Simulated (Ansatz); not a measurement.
Input

```
crystal:
  periodic: [false, false, false]
  atoms:
    - {symbol: C, position_ang: [-0.600078, -1.036052, -0.586910]}
    - {symbol: F, position_ang: [-2.663470, -2.389391, 1.764464]}
    - {symbol: F, position_ang: [-0.022352, -1.784872, -1.569468]}
    - {symbol: F, position_ang: [0.186447, 0.056043, -0.367987]}
    - {symbol: In, position_ang: [-0.750656, -2.238763, 1.276566]}
    - {symbol: H, position_ang: [0.299748, -3.048954, 2.371017]}
    - {symbol: H, position_ang: [-1.582428, -0.687285, -0.951028]}
basis:
  gaussian:
    orbitals: def2-TZVPD
hamiltonian:
  xc: {name: PBE0}
output: {forces: true, orbitals: {seedname: orbitals}}
```

Launched as:

```sh
ansatz run input.yaml --threads 1 --pin off --max-ram 2610MiB --events-out events.jsonl --progress --plain --runs-dir runs
```

Geometry: B3LYP-D3(BJ)/def2-SVP; core potentials replace the inner electrons of In.

The calculation used isolated molecule in a Gaussian basis; Kohn-Sham density functional theory, functional PBE0 in Ansatz 0.2.0.

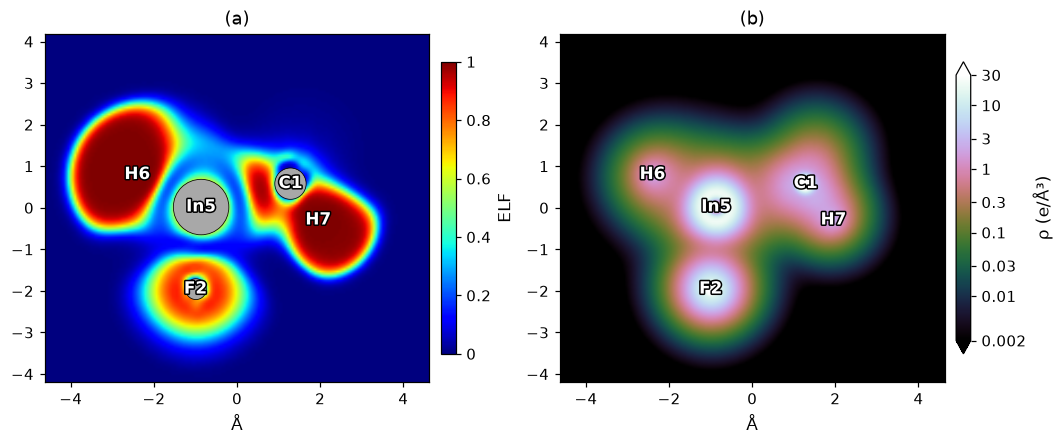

CH$_{2}$F$_{3}$In. (a) ELF; (b) electron density on the plane of atoms In5, C1 and H7. Grey discs cover the atomic cores in the ELF map.

Question: What do the fields say about this system?

Answer:
- Atoms in the plane: C, F, In and H.
- In–F (1.98 Å): the density is about 0.74 e/Å³ at the midpoint; the ELF peaks at about 0.85 in the valence shell of F, 0.5 Å from its nucleus, and drops to about 0.15 between the two atoms.
- C–In (2.22 Å): ρ at the midpoint is about 0.65 e/Å³; the ELF peaks at about 0.95 in the valence shell of C, 0.7 Å from its nucleus, and drops to about 0.20 between the two atoms.
- C–H (1.10 Å): the density is about 2.2 e/Å³ at the midpoint; the ELF climbs to about 1 towards the hydrogen, as it does in any bond to H: an ordinary covalent bond to hydrogen.
- In–H (1.72 Å): ρ is about 1.2 e/Å³ halfway; the ELF climbs to about 1 towards the hydrogen.
- The ELF also peaks beside F2, away from the bonds: lone-pair regions.
